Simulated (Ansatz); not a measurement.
# C₂Cl₄F₂: single points with varied inputs

Aim: run C₂Cl₄F₂ under a spread of inputs, and see what each costs and gives.

The runs use Ansatz 0.2.0, Gaussian basis; the settings change from run to run.

## Step 1: The geometry

An earlier PBE0-D4 in a triple-zeta def2 set relaxation fixed the geometry.

SMILES `FC(F)(Cl)C(Cl)(Cl)Cl`, 8 atoms, charge 0, spin multiplicity 1.

Atoms are counted from 1 here; the program's logs count them from 0.

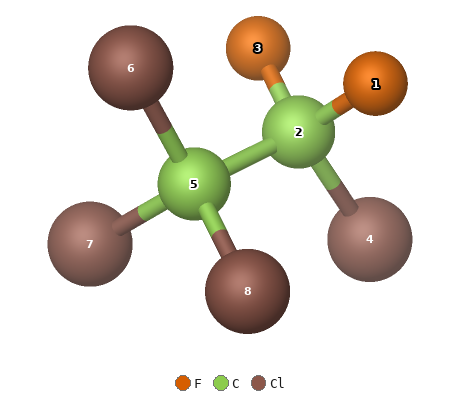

The structure; fluorine orange, carbon green, chlorine brown; atoms are numbered from 1 in the order of the file.

## Step 2: HF/aug-pcseg-2

This run has unrestricted orbitals.

Contents of in.yaml:

```yaml
crystal:
  periodic: [false, false, false]
  atoms:
    - {symbol: F, position_ang: [1.729028, -0.364995, 0.187291]}
    - {symbol: C, position_ang: [0.624477, -0.082752, -0.498440]}
    - {symbol: F, position_ang: [0.833021, 1.046796, -1.169671]}
    - {symbol: Cl, position_ang: [0.305498, -1.381429, -1.638968]}
    - {symbol: C, position_ang: [-0.559346, 0.127457, 0.501945]}
    - {symbol: Cl, position_ang: [-0.114553, 1.448438, 1.582603]}
    - {symbol: Cl, position_ang: [-2.010304, 0.550583, -0.392939]}
    - {symbol: Cl, position_ang: [-0.807821, -1.344108, 1.428168]}
basis:
  gaussian: {orbitals: aug-pcseg-2}
magnetization: {spin_polarized: true, initial_magnetization: 0}
hamiltonian: {xc: {name: HF}}
```

Started as:

```
> ansatz run in.yaml --threads 2 --pin off --events-out ev --progress --plain --max-ram 32768MiB --backend cuda --devices 0, --max-vram 18GiB
```

The log of the run:

```text
Functional definition: HF
  name "HF"
  cite "Fock, Z. Phys. 61, 126 (1930) doi:10.1007/BF01340294"
  parent pbe
  exchange = exact_x
  correlation = 0
2596 factors; their error is unknown
mean field evaluation 1: about -57484.2305 eV, gradient 3.2e1 eV
mean field evaluation 2: about -57486.4571 eV, gradient 2.6e1 eV
mean field evaluation 4: about -57488.9631 eV, gradient 1.5e0 eV
mean field evaluation 8: about -57488.9797 eV, gradient 2.9e-2 eV
mean field evaluation 16: about -57490.3479 eV, gradient 1.0e-5 eV
mean field -57490.34786818 eV, -2112.7313157983 hartree, gradient 1.0e-5 eV, S^2 0.000000; 0 other end points of the search recorded, 0 dependent functions left out
reference -57490.34786818 eV, -2112.7313157983 hartree; 49, 49 occupied and 335, 335 virtual orbitals, 2596 factors
Total energy: -57490.34786818 eV, -2112.7313157983 hartree
```

Wall time 7.5 s (1 × H100 (card shared with other runs) with 2 threads of AMD EPYC 7R13, shared host); peak host memory 0.95 GiB.

⟨S²⟩ 0.000.

## Step 3: B2GP-PLYP/def2-SVP

Set apart from the defaults: multiplicity 3, atoms shaken by 0.15 Å, a grid of angular degree 23, a point charge of 1.00 e beside it, high accuracy.

Contents of in.yaml:

```yaml
crystal:
  periodic: [false, false, false]
  atoms:
    - {symbol: F, position_ang: [1.766494, -0.197231, 0.151701]}
    - {symbol: C, position_ang: [0.585696, -0.207560, -0.621105]}
    - {symbol: F, position_ang: [0.885936, 0.956430, -1.133467]}
    - {symbol: Cl, position_ang: [0.094706, -1.498888, -1.597739]}
    - {symbol: C, position_ang: [-0.464136, 0.328491, 0.651310]}
    - {symbol: Cl, position_ang: [-0.376815, 1.494051, 1.642711]}
    - {symbol: Cl, position_ang: [-1.893363, 0.487705, -0.586322]}
    - {symbol: Cl, position_ang: [-1.060442, -1.461885, 1.353966]}
basis:
  gaussian: {orbitals: def2-SVP, final_grid: {core_spheres: 8, valence_spheres: 7, degree: 23}, point_charges: [{charge: 1.00, position_ang: [6.189, 0.158, -0.820]}]}
magnetization: {spin_polarized: true, initial_magnetization: 2}
hamiltonian: {xc: {name: B2GP-PLYP}}
accuracy: high
```

Started as:

```
> ansatz run in.yaml --threads 2 --pin off --events-out ev --progress --plain --max-ram 32768MiB --backend cpu
```

The log of the run (excerpt; [...] marks lines left out):

```text
Functional definition: B2GP-PLYP
  name "B2GP-PLYP"
  cite "Karton, Tarnopolsky, Lamère, Schatz & Martin, J. Phys. Chem. A 112, 12868 (2008) doi:10.1021/jp801805p"
  cite "Becke, Phys. Rev. A 38, 3098 (1988) doi:10.1103/PhysRevA.38.3098"
  cite "Lee, Yang & Parr, Phys. Rev. B 37, 785 (1988) doi:10.1103/PhysRevB.37.785"
[...]
2776 factors; integrals over basis functions are off by at most 3.7e-9 eV
[...]
mean field -57525.85461037 eV, -2114.0361645065 hartree, gradient 2.4e-8 eV, S^2 2.016236; 6 other end points of the search recorded, 0 dependent functions left out
24 core orbitals not correlated: weight in the atoms' cores, before any rotation towards them, 1.000 or more for the frozen orbitals, at most 0.000 for the correlated occupied ones
reference -57525.85462824 eV, -2114.0361651630 hartree; 26, 24 occupied and 78, 80 virtual orbitals, 2776 factors
second order -36.50458588 eV of doubles, -0.00000000 eV of singles
Total energy: -57538.99627915 eV, -2114.5191119264 hartree
```

It took 36 s on 2 threads of AMD EPYC 7R13, shared host; peak memory 1.1 GiB.

⟨S²⟩ 2.016.

## Step 4: LC-wPBE/def2-SVPD

This run has density fitting with def2-universal-jkfit.

Contents of in.yaml:

```yaml
crystal:
  periodic: [false, false, false]
  atoms:
    - {symbol: F, position_ang: [1.729028, -0.364995, 0.187291]}
    - {symbol: C, position_ang: [0.624477, -0.082752, -0.498440]}
    - {symbol: F, position_ang: [0.833021, 1.046796, -1.169671]}
    - {symbol: Cl, position_ang: [0.305498, -1.381429, -1.638968]}
    - {symbol: C, position_ang: [-0.559346, 0.127457, 0.501945]}
    - {symbol: Cl, position_ang: [-0.114553, 1.448438, 1.582603]}
    - {symbol: Cl, position_ang: [-2.010304, 0.550583, -0.392939]}
    - {symbol: Cl, position_ang: [-0.807821, -1.344108, 1.428168]}
basis:
  gaussian: {orbitals: def2-SVPD, fitting: {mean_field: def2-universal-jkfit}}
hamiltonian: {xc: {name: LC-wPBE}}
```

The command is unchanged.

The log of the run (excerpt; [...] marks lines left out):

```text
Functional definition: LC-wPBE
  name "LC-wPBE"
  cite "Vydrov & Scuseria, J. Chem. Phys. 125, 234109 (2006) doi:10.1063/1.2409292"
  cite "Heyd & Scuseria, J. Chem. Phys. 120, 7274 (2004) doi:10.1063/1.1668634"
  cite "Ernzerhof & Perdew, J. Chem. Phys. 109, 3313 (1998) doi:10.1063/1.476928"
  cite "Perdew, Burke & Ernzerhof, Phys. Rev. Lett. 77, 3865 (1996) doi:10.1103/PhysRevLett.77.3865"
  parent pbe
[...]
816 factors; integrals over basis functions are off by at most 1.5e-1 eV
816 factors; integrals over basis functions are off by at most 5.0e-4 eV
[...]
mean field -57559.42780385 eV, -2115.2699566099 hartree, gradient 2.5e-5 eV, S^2 0.000000; 0 other end points of the search recorded, 0 dependent functions left out
reference -57559.42780386 eV, -2115.2699566102 hartree; 49, 49 occupied and 145, 145 virtual orbitals, 816 factors
Total energy: -57559.42780386 eV, -2115.2699566102 hartree
```

Wall time 6 s (2 threads of AMD EPYC 7R13, shared host); peak memory 0.65 GiB.

## Step 5: wB97/def2-TZVP

This run has a grid of angular degree 11.

in.yaml: that of step 4 with these lines changed.

```diff
@@ -12,3 +12,4 @@
 basis:
-  gaussian: {orbitals: def2-SVPD, fitting: {mean_field: def2-universal-jkfit}}
-hamiltonian: {xc: {name: LC-wPBE}}
+  gaussian: {orbitals: def2-TZVP, final_grid: {core_spheres: 5, valence_spheres: 4, degree: 11}}
+hamiltonian: {xc: {name: wB97}}
+output: {forces: true}
```

Started as:

```
> ansatz run in.yaml --threads 2 --pin off --events-out ev --progress --plain --max-ram 32768MiB --backend cuda --devices 0, --max-vram 18GiB
```

The log of the run (excerpt; [...] marks lines left out):

```text
Functional definition: wB97
  name "wB97"
  cite "Chai & Head-Gordon, J. Chem. Phys. 128, 084106 (2008) doi:10.1063/1.2834918"
  cite "Becke, J. Chem. Phys. 107, 8554 (1997) doi:10.1063/1.475007"
[...]
  # The coefficients of nought are those of the uniform gas.
[...]
      + integral(e_c_pw_opposite_spin*poly(b97_u_opposite, 1, cos1, cos2, cos3, cos4))
1696 factors; their error is unknown
378 factors; integrals over basis functions are off by at most 2.6e-5 eV
[...]
mean field -57601.32894721 eV, -2116.8097952267 hartree, gradient 2.0e-5 eV, S^2 0.000000; 0 other end points of the search recorded, 0 dependent functions left out
[...]
reference -57601.32893134 eV, -2116.8097946436 hartree; 49, 49 occupied and 223, 223 virtual orbitals, 1696 factors
Total energy: -57601.32893134 eV, -2116.8097946436 hartree
Atom 0 at     1.729028    -0.364995     0.187291 Å, force     0.344493    -0.158100     0.212740 eV/Å
Atom 1 at     0.624477    -0.082752    -0.498440 Å, force    -0.342606    -0.408280    -0.198553 eV/Å
Atom 2 at     0.833021     1.046796    -1.169671 Å, force     0.027405     0.341519    -0.267475 eV/Å
Atom 3 at     0.305498    -1.381429    -1.638968 Å, force     0.080234     0.138735     0.091363 eV/Å
Atom 4 at    -0.559346     0.127457     0.501945 Å, force    -0.133534     0.218137     0.315125 eV/Å
Atom 5 at    -0.114553     1.448438     1.582603 Å, force    -0.111382    -0.211788    -0.146799 eV/Å
Atom 6 at    -2.010304     0.550583    -0.392939 Å, force     0.121215    -0.044439     0.077852 eV/Å
Atom 7 at    -0.807821    -1.344108     1.428168 Å, force     0.014177     0.124216    -0.084252 eV/Å
Dipole moment:    -0.103148    -0.045971     0.020281 e Å
```

It took 3.9 s on 1 × H100 (card shared with other runs) with 2 threads of AMD EPYC 7R13, shared host; peak host memory 0.85 GiB.

Largest force 0.569 eV/Å, dipole 0.55 D.

## Step 6: revPBE/def2-TZVP

Set apart from the defaults: charge +1, multiplicity 2, coordinates scaled by 1.25, D3(BJ) dispersion, high accuracy.

Contents of in.yaml:

```yaml
crystal:
  periodic: [false, false, false]
  atoms:
    - {symbol: F, position_ang: [2.161284, -0.456244, 0.234114]}
    - {symbol: C, position_ang: [0.780596, -0.103440, -0.623050]}
    - {symbol: F, position_ang: [1.041277, 1.308495, -1.462088]}
    - {symbol: Cl, position_ang: [0.381873, -1.726786, -2.048710]}
    - {symbol: C, position_ang: [-0.699183, 0.159322, 0.627432]}
    - {symbol: Cl, position_ang: [-0.143191, 1.810547, 1.978253]}
    - {symbol: Cl, position_ang: [-2.512880, 0.688228, -0.491174]}
    - {symbol: Cl, position_ang: [-1.009777, -1.680135, 1.785210]}
basis:
  gaussian: {orbitals: def2-TZVP}
total_charge: 1
magnetization: {spin_polarized: true, initial_magnetization: 1}
hamiltonian: {xc: {name: revPBE}, dispersion: d3bj}
accuracy: high
```

Launched as before.

The log of the run (excerpt; [...] marks lines left out):

```text
Functional definition: revPBE
  name "revPBE"
  cite "Zhang & Yang, Phys. Rev. Lett. 80, 890 (1998) doi:10.1103/PhysRevLett.80.890"
  cite "Perdew, Burke & Ernzerhof, Phys. Rev. Lett. 77, 3865 (1996) doi:10.1103/PhysRevLett.77.3865"
[...]
4471 factors; integrals over basis functions are off by at most 9.3e-8 eV
[...]
mean field -57572.60328153 eV, -2115.7541464842 hartree, gradient 5.1e-8 eV, S^2 0.752609; 7 other end points of the search recorded, 0 dependent functions left out
reference -57572.60328578 eV, -2115.7541466403 hartree; 49, 48 occupied and 223, 224 virtual orbitals, 4471 factors
Total energy: -57573.21472158 eV, -2115.7766164916 hartree
```

Wall time 26 s (1 × H100 (card shared with other runs) with 2 threads of AMD EPYC 7R13, shared host); peak host memory 1.3 GiB.

⟨S²⟩ 0.753.

## Step 7: HSE06/x2c-TZVPPall

This run has a point charge of 0.50 e beside it.

Contents of in.yaml:

```yaml
crystal:
  periodic: [false, false, false]
  atoms:
    - {symbol: F, position_ang: [1.729028, -0.364995, 0.187291]}
    - {symbol: C, position_ang: [0.624477, -0.082752, -0.498440]}
    - {symbol: F, position_ang: [0.833021, 1.046796, -1.169671]}
    - {symbol: Cl, position_ang: [0.305498, -1.381429, -1.638968]}
    - {symbol: C, position_ang: [-0.559346, 0.127457, 0.501945]}
    - {symbol: Cl, position_ang: [-0.114553, 1.448438, 1.582603]}
    - {symbol: Cl, position_ang: [-2.010304, 0.550583, -0.392939]}
    - {symbol: Cl, position_ang: [-0.807821, -1.344108, 1.428168]}
basis:
  gaussian: {orbitals: x2c-TZVPPall, point_charges: [{charge: 0.50, position_ang: [4.826, 0.638, -0.944]}]}
hamiltonian: {xc: {name: HSE06}}
output: {forces: true}
```

Same command.

The log of the run (excerpt; [...] marks lines left out):

```text
Functional definition: HSE06
  name "HSE06"
  cite "Heyd, Scuseria & Ernzerhof, J. Chem. Phys. 118, 8207 (2003) doi:10.1063/1.1564060"
  cite "Krukau, Vydrov, Izmaylov & Scuseria, J. Chem. Phys. 125, 224106 (2006) doi:10.1063/1.2404663"
  cite "Heyd & Scuseria, J. Chem. Phys. 120, 7274 (2004) doi:10.1063/1.1668634"
  cite "Ernzerhof & Perdew, J. Chem. Phys. 109, 3313 (1998) doi:10.1063/1.476928"
  cite "Perdew, Burke & Ernzerhof, Phys. Rev. Lett. 77, 3865 (1996) doi:10.1103/PhysRevLett.77.3865"
  parent pbe
[...]
  # The whole range is PBE's own exchange, as in plane waves. The composition of these papers is wPBEh.
[...]
1888 factors; their error is unknown
93 factors; integrals over basis functions are off by at most 2.4e-7 eV
[...]
mean field -57737.73408600 eV, -2121.8225916188 hartree, gradient 3.5e-5 eV, S^2 0.000000; 0 other end points of the search recorded, 0 dependent functions left out
[...]
reference -57737.73411554 eV, -2121.8225927044 hartree; 49, 49 occupied and 243, 243 virtual orbitals, 1888 factors
Total energy: -57737.73411554 eV, -2121.8225927044 hartree
Relativity: scalar
Atom 0 at     1.729028    -0.364995     0.187291 Å, force     0.365639    -0.008429     0.085226 eV/Å
Atom 1 at     0.624477    -0.082752    -0.498440 Å, force    -0.566269    -0.096853    -0.053739 eV/Å
Atom 2 at     0.833021     1.046796    -1.169671 Å, force     0.152810     0.088518    -0.057533 eV/Å
Atom 3 at     0.305498    -1.381429    -1.638968 Å, force     0.064984     0.022415     0.001376 eV/Å
Atom 4 at    -0.559346     0.127457     0.501945 Å, force    -0.065776    -0.037051    -0.014220 eV/Å
Atom 5 at    -0.114553     1.448438     1.582603 Å, force     0.036894     0.051551     0.032684 eV/Å
Atom 6 at    -2.010304     0.550583    -0.392939 Å, force     0.029815    -0.000301    -0.007152 eV/Å
Atom 7 at    -0.807821    -1.344108     1.428168 Å, force     0.018360    -0.012774     0.001698 eV/Å
Dipole moment:    -0.265548    -0.074257     0.045097 e Å
```

It took 5.5 s on 1 × H100 (card shared with other runs) with 2 threads of AMD EPYC 7R13, shared host; peak host memory 0.95 GiB.

Largest force 0.577 eV/Å, dipole 1.34 D.

## Step 8: BCCD(T)/x2c-TZVPPall

This run has correlated electrons set to outside_noble_gas, high accuracy.

in.yaml: that of step 7 with these lines changed.

```diff
@@ -12,4 +12,5 @@
 basis:
-  gaussian: {orbitals: x2c-TZVPPall, point_charges: [{charge: 0.50, position_ang: [4.826, 0.638, -0.944]}]}
-hamiltonian: {xc: {name: HSE06}}
-output: {forces: true}
+  gaussian: {orbitals: x2c-TZVPPall}
+hamiltonian: {xc: {name: HF}}
+correlation: {method: bccd_t, electrons: outside_noble_gas}
+accuracy: high
```

Launched as before.

The log of the run (excerpt; [...] marks lines left out):

```text
Functional definition: HF
  name "HF"
  cite "Fock, Z. Phys. 61, 126 (1930) doi:10.1007/BF01340294"
  parent pbe
[...]
4823 factors; integrals over basis functions are off by at most 3.2e-8 eV
[...]
mean field -57649.61707872 eV, -2118.5843513291 hartree, gradient 3.8e-8 eV, S^2 0.000000; 0 other end points of the search recorded, 0 dependent functions left out
24 core orbitals not correlated: weight in the atoms' cores, before any rotation towards them, 1.000 or more for the frozen orbitals, at most 0.000 for the correlated occupied ones
reference -57649.61707872 eV, -2118.5843513291 hartree; 25, 25 occupied and 243, 243 virtual orbitals, 4823 factors
second order -43.03092230 eV of doubles, -0.00000000 eV of singles
cycle   1  -43.21210364 eV  change   -1.8e-1 eV  update   1.4e-1
[...]
cycle  21  -44.36228493 eV  change   -5.4e-9 eV  update   1.7e-9
perturbative correction -2.02137498 eV, -0.0742841603 hartree
Total energy: -57696.00073862 eV, -2120.2889193905 hartree
Relativity: scalar
```

Wall time 55 s (1 × H100 (card shared with other runs) with 2 threads of AMD EPYC 7R13, shared host); peak host memory 1.3 GiB.

## Step 9: BLYP/pcseg-2

This run has D3(BJ) dispersion, high accuracy.

in.yaml: that of step 8 with these lines changed.

```diff
@@ -12,5 +12,4 @@
 basis:
-  gaussian: {orbitals: x2c-TZVPPall}
-hamiltonian: {xc: {name: HF}}
-correlation: {method: bccd_t, electrons: outside_noble_gas}
+  gaussian: {orbitals: pcseg-2}
+hamiltonian: {xc: {name: BLYP}, dispersion: d3bj}
 accuracy: high
```

Started as:

```
> ansatz run in.yaml --threads 2 --pin off --events-out ev --progress --plain --max-ram 32768MiB --backend cpu
```

The log of the run (excerpt; [...] marks lines left out):

```text
Functional definition: BLYP
  name "BLYP"
  cite "Becke, Phys. Rev. A 38, 3098 (1988) doi:10.1103/PhysRevA.38.3098"
  cite "Lee, Yang & Parr, Phys. Rev. B 37, 785 (1988) doi:10.1103/PhysRevB.37.785"
[...]
4538 factors; integrals over basis functions are off by at most 1.3e-8 eV
[...]
mean field -57602.03122437 eV, -2116.8356034365 hartree, gradient 1.9e-8 eV, S^2 0.000000; 0 other end points of the search recorded, 0 dependent functions left out
reference -57602.03128017 eV, -2116.8356054873 hartree; 49, 49 occupied and 207, 207 virtual orbitals, 4538 factors
Total energy: -57602.78729522 eV, -2116.8633885278 hartree
```

Run time: 29 s. Hardware: 2 threads of AMD EPYC 7R13, shared host; peak memory 1.8 GiB.

## Step 10: B97/cc-pVTZ-DK

Set apart from the defaults: multiplicity 3.

in.yaml: that of step 9 with these lines changed.

```diff
@@ -12,4 +12,4 @@
 basis:
-  gaussian: {orbitals: pcseg-2}
-hamiltonian: {xc: {name: BLYP}, dispersion: d3bj}
-accuracy: high
+  gaussian: {orbitals: cc-pVTZ-DK}
+magnetization: {spin_polarized: true, initial_magnetization: 2}
+hamiltonian: {xc: {name: B97}}
```

The command is unchanged.

The log of the run (excerpt; [...] marks lines left out):

```text
Functional definition: B97
  name "B97"
  cite "Becke, J. Chem. Phys. 107, 8554 (1997) doi:10.1063/1.475007"
[...]
      + integral(e_c_pw_opposite_spin*poly(b97_u_opposite, cos0, cos1, cos2))
1782 factors; their error is unknown
[...]
mean field -57747.46623145 eV, -2122.1802413671 hartree, gradient 7.9e-6 eV, S^2 2.005426; 9 other end points of the search recorded, 0 dependent functions left out
reference -57747.46625372 eV, -2122.1802421858 hartree; 50, 48 occupied and 206, 208 virtual orbitals, 1782 factors
Total energy: -57747.46625372 eV, -2122.1802421858 hartree
Relativity: scalar
```

It took 3.7 min on 2 threads of AMD EPYC 7R13, shared host; peak memory 2.3 GiB.

⟨S²⟩ 2.005.

## Step 11: The runs in one table

```
               level  charge  multiplicity               geometry  functions  energy (eV)     time
      HF/aug-pcseg-2       0             1                relaxed        384   -57490.348    7.5 s
  B2GP-PLYP/def2-SVP       0             3   shaken, point charge        128   -57538.996     36 s
   LC-wPBE/def2-SVPD       0             1                relaxed        194   -57559.428      6 s
      wB97/def2-TZVP       0             1                relaxed        272   -57601.329    3.9 s
    revPBE/def2-TZVP       1             2                 scaled        272   -57573.215     26 s
  HSE06/x2c-TZVPPall       0             1  relaxed, point charge        292   -57737.734    5.5 s
BCCD(T)/x2c-TZVPPall       0             1                relaxed        292   -57696.001     55 s
        BLYP/pcseg-2       0             1                relaxed        256   -57602.787     29 s
      B97/cc-pVTZ-DK       0             3                relaxed        256   -57747.466  3.7 min
```

## Step 12: What came out

| quantity | value |
| --- | --- |
| runs | 9 |
| quickest | wB97/def2-TZVP, 3.9 s |
| slowest | B97/cc-pVTZ-DK, 3.7 min |
| spread of total energies, same state and geometry | 205.7 eV |

In words: Run time spans a factor of 57, from wB97/def2-TZVP to B97/cc-pVTZ-DK. The jobs differ in tasks and options as well as level. The totals spread over 206 eV; they can't be compared across methods or bases. Some of these runs are scalar-relativistic and others not, which shifts the totals of all-electron atoms past neon by eV; core potentials, where a basis has them, take the core out of the total altogether. At the PBE0-D4/def2-TZVP geometry and in the same state, runs without warnings or point charges leave forces up to 0.57 eV/Å (wB97/def2-TZVP).
